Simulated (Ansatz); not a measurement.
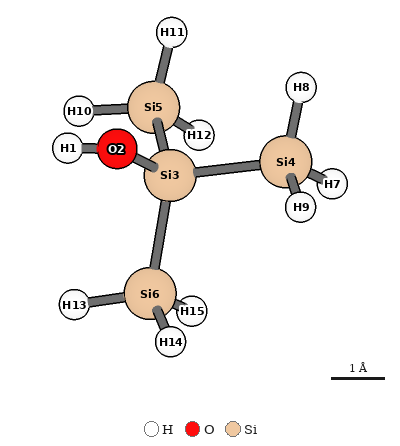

**Figure 1.** The structure as given in the input (ball-and-stick view, seen at a tilt; atoms are numbered from 1 in the order of the input). Bond lengths as drawn: H–O 0.96 Å, H–Si 1.49 Å, O–Si 1.68 Å and Si–Si 2.34 to 2.35 Å.

**Run report: Si4H10O, geometry relaxation (part 1 of 2)**

- system: Si4H10O
- method: RKS PBE0-D4/def2-TZVP (Ansatz 0.2.0)

Figures and captions count atoms from 1; the log counts them from 0 in places.

What the program printed:
```
Functional definition: PBE0
  name "PBE0"
  cite "Adamo & Barone, J. Chem. Phys. 110, 6158 (1999) doi:10.1063/1.478522"
  cite "Perdew, Burke & Ernzerhof, Phys. Rev. Lett. 77, 3865 (1996) doi:10.1103/PhysRevLett.77.3865"
  parent pbe
  parameter a = 0.25
  parameter kappa = 0.804
  parameter beta = 0.06672455060314922
  exchange = (1 - a)*pbe_x(kappa = kappa, mu = beta*pi^2/3) + a*exact_x
  correlation = pbe_c(beta = beta)
1663 factors; their error is unknown
mean field evaluation 1: about -33702.9593 eV, gradient 5.1e1 eV
mean field evaluation 2: about -33693.1957 eV, gradient 8.9e1 eV
mean field evaluation 4: about -33707.4091 eV, gradient 2.6e0 eV
mean field evaluation 8: about -33707.4286 eV, gradient 1.3e-1 eV
mean field evaluation 16: about -33707.5659 eV, gradient 3.7e-4 eV
mean field -33707.56585135 eV, -1238.7301972283 hartree, gradient 3.3e-5 eV, S^2 0.000000; 0 other end points of the search recorded, 0 dependent functions left out
the calculation of the forces begins
reference -33707.56589749 eV, -1238.7301989239 hartree; 37, 37 occupied and 202, 202 virtual orbitals, 1663 factors
relax step   1: F+E_penalty+E_count = -33707.93062689 eV  Δ(F+E_penalty+E_count) = +0.000e0 eV  max|allowed force component| = 2.970e-1 eV/Å  Δτ_max = 0.0000 Å  (29 SCF iters, accepted)
these checks for a lower state are left out or cut short: starts, cluster_reference, orbital_swaps, neighbouring_geometries, increment
1663 factors; their error is unknown
mean field -33707.56661599 eV, -1238.7302253284 hartree, gradient 9.2e-6 eV, S^2 0.000000; 0 other end points of the search recorded, 0 dependent functions left out
[... from here on the field's lines of each further geometry are left out, up to the last ...]
relax step   2: F+E_penalty+E_count = -33707.93143319 eV  Δ(F+E_penalty+E_count) = -8.063e-4 eV  max|allowed force component| = 1.537e-1 eV/Å  Δτ_max = 0.0646 Å  (31 SCF iters, accepted)
relax step   3: F+E_penalty+E_count = -33707.93344273 eV  Δ(F+E_penalty+E_count) = -2.010e-3 eV  max|allowed force component| = 1.086e-1 eV/Å  Δτ_max = 0.0239 Å  (31 SCF iters, accepted)
relax step   4: F+E_penalty+E_count = -33707.93428278 eV  Δ(F+E_penalty+E_count) = -8.400e-4 eV  max|allowed force component| = 6.091e-3 eV/Å  Δτ_max = 0.0231 Å  (31 SCF iters, accepted)
relax step   5: F+E_penalty+E_count = -33707.93436235 eV  Δ(F+E_penalty+E_count) = -7.957e-5 eV  max|allowed force component| = 2.535e-2 eV/Å  Δτ_max = 0.0103 Å  (32 SCF iters, accepted)
relax step   6: F+E_penalty+E_count = -33707.93438826 eV  Δ(F+E_penalty+E_count) = -2.591e-5 eV  max|allowed force component| = 1.330e-2 eV/Å  Δτ_max = 0.0071 Å  (24 SCF iters, accepted)
relax step   7: F+E_penalty+E_count = -33707.93447106 eV  Δ(F+E_penalty+E_count) = -8.280e-5 eV  max|allowed force component| = 3.144e-3 eV/Å  Δτ_max = 0.0125 Å  (32 SCF iters, accepted)
relax step   8: F+E_penalty+E_count = -33707.93452742 eV  Δ(F+E_penalty+E_count) = -5.637e-5 eV  max|allowed force component| = 7.655e-3 eV/Å  Δτ_max = 0.0257 Å  (31 SCF iters, accepted)
relax step   9: F+E_penalty+E_count = -33707.93452646 eV  Δ(F+E_penalty+E_count) = +9.665e-7 eV  max|allowed force component| = 6.207e-3 eV/Å  Δτ_max = 0.0102 Å  (24 SCF iters, rejected (line search))
relax step  10: F+E_penalty+E_count = -33707.93453831 eV  Δ(F+E_penalty+E_count) = -1.088e-5 eV  max|allowed force component| = 1.695e-3 eV/Å  Δτ_max = 0.0050 Å  (23 SCF iters, accepted)
relax step  11: F+E_penalty+E_count = -33707.93453460 eV  Δ(F+E_penalty+E_count) = +3.708e-6 eV  max|allowed force component| = 6.021e-3 eV/Å  Δτ_max = 0.0091 Å  (24 SCF iters, rejected (line search))
the calculation of the forces begins
reference -33707.56947489 eV, -1238.7303303911 hartree; 37, 37 occupied and 202, 202 virtual orbitals, 1663 factors
relax step  12: F+E_penalty+E_count = -33707.93454267 eV  Δ(F+E_penalty+E_count) = -4.359e-6 eV  max|allowed force component| = 2.006e-3 eV/Å  Δτ_max = 0.0045 Å  (23 SCF iters, accepted)
1663 factors; their error is unknown
mean field evaluation 96: about -33707.2658 eV, gradient 7.9e0 eV
```

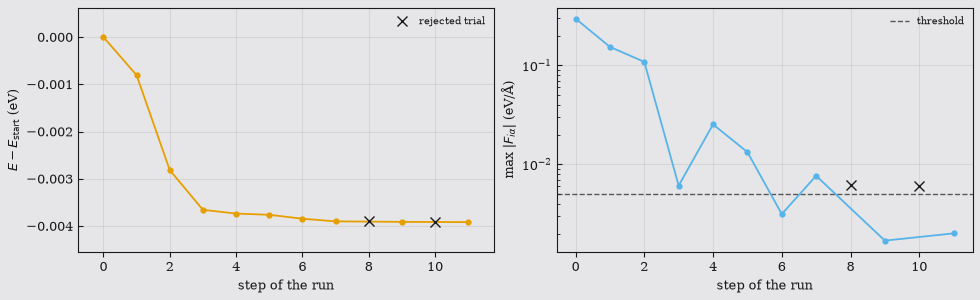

**Figure 2.** Progress of the relaxation, step by step (the first geometry is step 0 here and step 1 in the log).

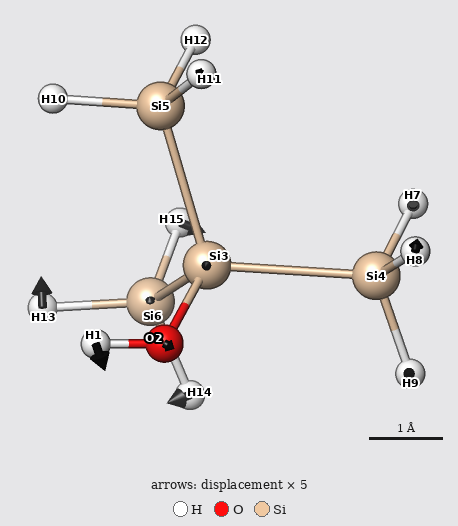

**Figure 3.** The starting structure with the displacements as black arrows, magnified 5 times (ball-and-stick view, seen at a tilt). The two geometries are laid on each other by the best rigid fit. H13 moves most after the best rigid fit: 0.091 Å. By element the largest moves are H 0.091 Å, O 0.033 Å, Si 0.019 Å. Distances before and after: O2–Si3 1.676 → 1.666 Å. The energy falls by 0.004 eV in 11 geometry steps. Largest force component: 0.3 eV/Å at the start, 0.002 eV/Å at the end. The line search rejected the trial steps at points 8, 10 (counted from 0) and went back. (Atoms are counted from 1 in the order of the input.)

```
mean field -33707.56942859 eV, -1238.7303286896 hartree, gradient 1.5e-5 eV, S^2 0.000000; 1 other end points of the search recorded, 0 dependent functions left out
the calculation of the forces begins
reference -33707.56947489 eV, -1238.7303303911 hartree; 37, 37 occupied and 202, 202 virtual orbitals, 1663 factors
Total energy: -33707.93458897 eV, -1238.7437480858 hartree
Atom 0 at     0.100783     2.025573     0.604605 Å, force    -0.000238    -0.000955    -0.000075 eV/Å
Atom 1 at    -0.390026     1.222759     0.420451 Å, force     0.000598    -0.000758    -0.000044 eV/Å
Atom 2 at     0.445314    -0.215440     0.521852 Å, force     0.000384     0.002006    -0.000064 eV/Å
Atom 3 at    -1.069618    -1.921523     0.007638 Å, force    -0.000009     0.000254     0.000645 eV/Å
Atom 4 at     1.315417    -0.586807     2.672212 Å, force     0.000527    -0.000460     0.000898 eV/Å
Atom 5 at     2.242357    -0.305788    -0.988619 Å, force     0.000195    -0.000173     0.000191 eV/Å
Atom 6 at    -0.338728    -3.216334     0.088478 Å, force    -0.000062     0.000082    -0.000010 eV/Å
Atom 7 at    -2.199113    -1.948838     0.975151 Å, force    -0.000422    -0.000234    -0.000366 eV/Å
Atom 8 at    -1.612103    -1.763577    -1.368345 Å, force    -0.000037    -0.000070     0.000082 eV/Å
Atom 9 at     2.234521     0.519640     3.063484 Å, force    -0.000336     0.000593    -0.000445 eV/Å
Atom 10 at     0.235658    -0.677120     3.692660 Å, force    -0.000311    -0.000160    -0.000150 eV/Å
Atom 11 at     2.086839    -1.860145     2.675009 Å, force    -0.000121    -0.000129    -0.000409 eV/Å
Atom 12 at     3.186942     0.821237    -0.744341 Å, force     0.000070     0.000220     0.000078 eV/Å
Atom 13 at     1.777894    -0.225636    -2.400405 Å, force    -0.000281     0.000241    -0.000241 eV/Å
Atom 14 at     2.979203    -1.585179    -0.797224 Å, force     0.000043    -0.000458    -0.000090 eV/Å
Dipole moment:     0.134513     0.179030     0.047116 e Å
```

Trajectory as extended XYZ (Å, eV, eV/Å), 12 frames, from step=1 to step=12:
```
15
Properties=species:S:1:pos:R:3:forces:R:3 step=1 energy=-33707.93063
H     0.1271    2.0194    0.6842    0.0020  -0.0509  -0.0178
O    -0.3615    1.2329    0.4324    0.0811  -0.1902  -0.0018
Si    0.4553   -0.2289    0.5140   -0.1453   0.2970   0.0092
Si   -1.0820   -1.9168    0.0023    0.0707   0.0132   0.0088
Si    1.3117   -0.5960    2.6693    0.0129  -0.0292  -0.0369
Si    2.2436   -0.3051   -1.0064    0.0049  -0.0259   0.0703
H    -0.3521   -3.2101    0.1153   -0.0192  -0.0124  -0.0027
H    -2.2204   -1.9197    0.9581   -0.0146  -0.0031   0.0016
H    -1.5991   -1.7809   -1.3847   -0.0162   0.0045  -0.0057
H     2.2241    0.5157    3.0605    0.0021   0.0011   0.0056
H     0.2230   -0.6853    3.6797   -0.0008  -0.0003   0.0059
H     2.0850   -1.8674    2.6754    0.0097  -0.0062   0.0235
H     3.1363    0.8706   -0.8011    0.0032  -0.0010  -0.0118
H     1.7718   -0.3021   -2.4162   -0.0008   0.0050  -0.0239
H     3.0325   -1.5435   -0.7604    0.0103  -0.0014  -0.0242
15
Properties=species:S:1:pos:R:3:forces:R:3 step=2 energy=-33707.93143
H     0.0900    2.0281    0.6321   -0.0155  -0.0303  -0.0148
O    -0.3918    1.2270    0.4148    0.1537  -0.1216   0.0601
Si    0.4524   -0.2137    0.5223   -0.1142   0.0690  -0.0594
Si   -1.0764   -1.9066    0.0069    0.0198  -0.0217   0.0010
Si    1.3236   -0.6094    2.6679   -0.0241   0.0637   0.0340
Si    2.2470   -0.3069   -0.9909    0.0031   0.0278  -0.0096
H    -0.3609   -3.2085    0.1146   -0.0030  -0.0012  -0.0013
H    -2.2177   -1.9093    0.9600   -0.0067   0.0016   0.0082
H    -1.6004   -1.7652   -1.3776   -0.0002   0.0081  -0.0054
H     2.2361    0.5011    3.0625    0.0071  -0.0012   0.0121
H     0.2359   -0.6981    3.6796    0.0015  -0.0018   0.0131
H     2.0986   -1.8802    2.6862   -0.0119   0.0024  -0.0404
H     3.1427    0.8677   -0.7920    0.0113   0.0015  -0.0017
H     1.7754   -0.2978   -2.4018   -0.0039   0.0042  -0.0122
H     3.0411   -1.5454   -0.7620   -0.0171  -0.0006   0.0162
15
Properties=species:S:1:pos:R:3:forces:R:3 step=3 energy=-33707.93344
H     0.1122    2.0240    0.6399   -0.0067  -0.0224  -0.0096
O    -0.3798    1.2279    0.4288    0.0826  -0.1043   0.0127
Si    0.4517   -0.2195    0.5196   -0.0768   0.1086  -0.0055
Si   -1.0774   -1.9125    0.0054    0.0167  -0.0105   0.0002
Si    1.3177   -0.6029    2.6694   -0.0047   0.0163   0.0055
Si    2.2447   -0.3043   -0.9958    0.0030   0.0067   0.0057
H    -0.3598   -3.2132    0.1136   -0.0031   0.0008  -0.0014
H    -2.2182   -1.9153    0.9592   -0.0054   0.0008   0.0042
H    -1.6001   -1.7710   -1.3797   -0.0033   0.0053  -0.0035
H     2.2313    0.5066    3.0649    0.0034  -0.0003   0.0039
H     0.2311   -0.6930    3.6823    0.0001  -0.0016   0.0055
H     2.0916   -1.8744    2.6799   -0.0020  -0.0014  -0.0101
H     3.1409    0.8698   -0.7959    0.0050   0.0001  -0.0005
H     1.7733   -0.2959   -2.4069   -0.0019   0.0031  -0.0093
H     3.0360   -1.5436   -0.7620   -0.0068  -0.0013   0.0022
15
Properties=species:S:1:pos:R:3:forces:R:3 step=4 energy=-33707.93428
H     0.1134    2.0217    0.6169   -0.0055  -0.0015  -0.0032
O    -0.3819    1.2227    0.4276    0.0058   0.0047   0.0003
Si    0.4486   -0.2189    0.5226   -0.0016   0.0007   0.0016
Si   -1.0751   -1.9160    0.0060    0.0023  -0.0061  -0.0007
Si    1.3169   -0.5971    2.6726    0.0011   0.0025  -0.0020
Si    2.2429   -0.3030   -0.9919    0.0009  -0.0018  -0.0004
H    -0.3548   -3.2158    0.1025   -0.0010  -0.0001  -0.0010
H    -2.2131   -1.9276    0.9638   -0.0001  -0.0004   0.0006
H    -1.6043   -1.7647   -1.3760    0.0001   0.0016   0.0012
H     2.2355    0.5090    3.0662   -0.0006  -0.0012   0.0011
H     0.2344   -0.6871    3.6901    0.0006   0.0001   0.0019
H     2.0875   -1.8708    2.6765   -0.0007  -0.0001  -0.0017
H     3.1524    0.8590   -0.7802    0.0014  -0.0015   0.0006
H     1.7732   -0.2749   -2.4040   -0.0002   0.0030   0.0010
H     3.0197   -1.5536   -0.7702   -0.0024  -0.0001   0.0007
15
Properties=species:S:1:pos:R:3:forces:R:3 step=5 energy=-33707.93436
H     0.1119    2.0222    0.6067   -0.0060   0.0003  -0.0016
O    -0.3839    1.2216    0.4258   -0.0071   0.0253   0.0001
Si    0.4475   -0.2182    0.5238    0.0130  -0.0217   0.0009
Si   -1.0740   -1.9174    0.0065   -0.0022  -0.0027  -0.0008
Si    1.3170   -0.5953    2.6735    0.0011   0.0014  -0.0010
Si    2.2424   -0.3028   -0.9900    0.0006  -0.0019  -0.0019
H    -0.3531   -3.2171    0.0982    0.0005   0.0008  -0.0005
H    -2.2108   -1.9323    0.9659    0.0013  -0.0007  -0.0004
H    -1.6055   -1.7619   -1.3741    0.0005   0.0000   0.0018
H     2.2375    0.5094    3.0670   -0.0008  -0.0010  -0.0002
H     0.2363   -0.6854    3.6930    0.0003   0.0001   0.0002
H     2.0864   -1.8699    2.6749   -0.0004   0.0002  -0.0005
H     3.1574    0.8542   -0.7735    0.0001  -0.0025   0.0008
H     1.7730   -0.2664   -2.4021    0.0010   0.0017   0.0034
H     3.0132   -1.5580   -0.7729   -0.0018   0.0007  -0.0004
```
